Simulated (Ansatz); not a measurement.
**ClGaH$_{4}$Si (SMILES [SiH3][GaH][Cl]): density, localisation and related maps**

```xyz
7

Cl    1.7036    0.5330    1.1605
Ga   -0.1541   -0.5757    0.8076
Si   -0.8737   -0.4765   -1.4936
H    -2.1356   -1.2317   -1.7046
H     0.1903   -1.0533   -2.3547
H    -1.0863    0.9448   -1.8692
H    -0.7038   -1.2473    2.1054
```

Geometry: B3LYP-D3(BJ)/6-311G**.

These are results of Ansatz 0.2.0, isolated molecule in a Gaussian basis; Kohn-Sham density functional theory, functional PBE0, not measurements.

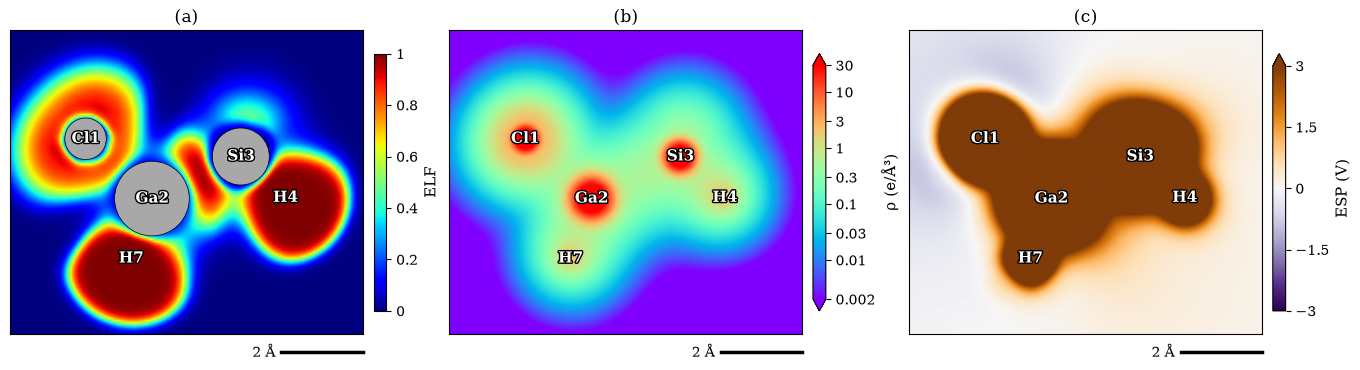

Figure 1. (a) electron localisation function; (b) electron density; (c) electrostatic potential on the plane of atoms Ga2, Si3 and H4. Grey discs cover the atomic cores in the ELF map.

### What does the map show?

- The plane passes through Cl, Ga, Si and H nuclei.
- Ga–Cl (2.19 Å): the density is about 0.67 e/Å³ at the midpoint; the ELF peaks at about 0.85 in the valence shell of Cl, 0.8 Å from its nucleus, and is about 0.60 at the midpoint.
- Ga–Si (2.41 Å): ρ is about 0.54 e/Å³ halfway; the ELF peaks at about 0.95 between the atoms (a covalent bond).
- Si–H (1.49 Å): the density is about 0.8 e/Å³ at the midpoint; the ELF climbs to about 1 towards the hydrogen, as it does in any bond to H.
- Ga–H (1.56 Å): the density is about 1 e/Å³ at the midpoint; the ELF climbs to about 1 towards the hydrogen.
- The ELF also peaks beside Cl1, away from the bonds: lone-pair regions.
- Outside the dense part of the molecule the potential is most negative (−0.8 V) near Cl1.

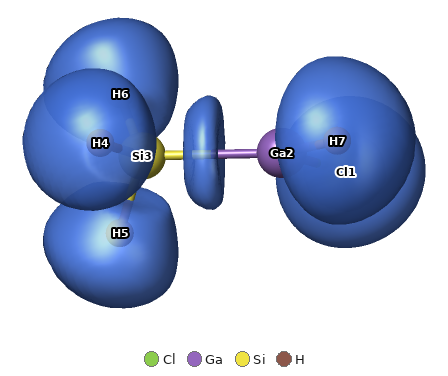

Figure 2. Isosurface of the ELF at 0.75 (blue), seen from one side. Only the valence region is drawn (cores and ρ < 0.01 e/Å³ removed).

### Describe the localisation domains.

The surface consists of one region between bonded Ga–Si atoms (shared pairs), four regions around hydrogen nuclei and one region wrapped around Cl (its valence shell).

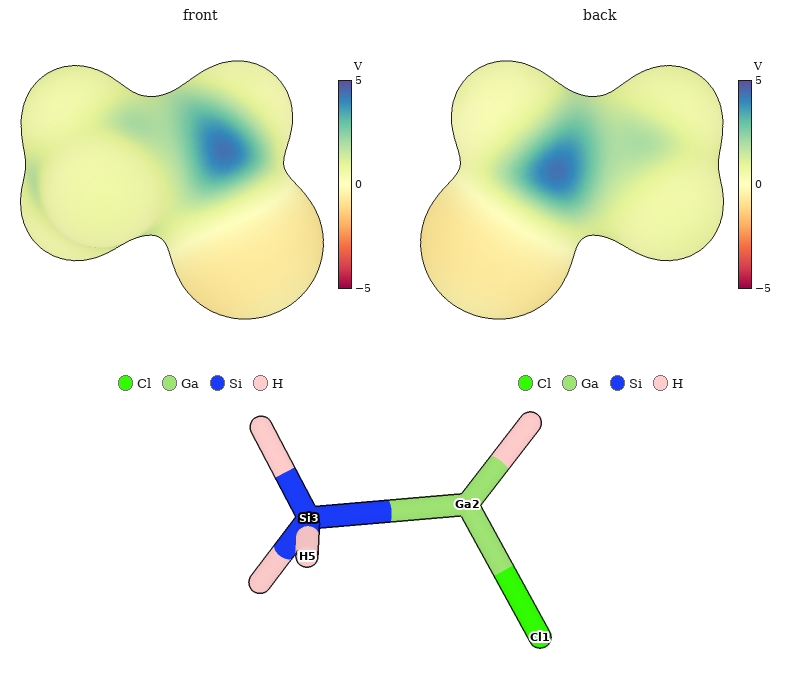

Figure 3. The electrostatic potential painted on the density surface at 0.004 e/bohr³, seen from the front and from behind; red is negative and blue positive. The bare structure is drawn below in the same view.

### Describe the electrostatic potential map.

The most negative region (about −0.8 V) lies over Cl1, the most positive (about +4.2 V) over Ga2.

### What dipole moment does the calculation give?

Its dipole moment is 2.42 D.
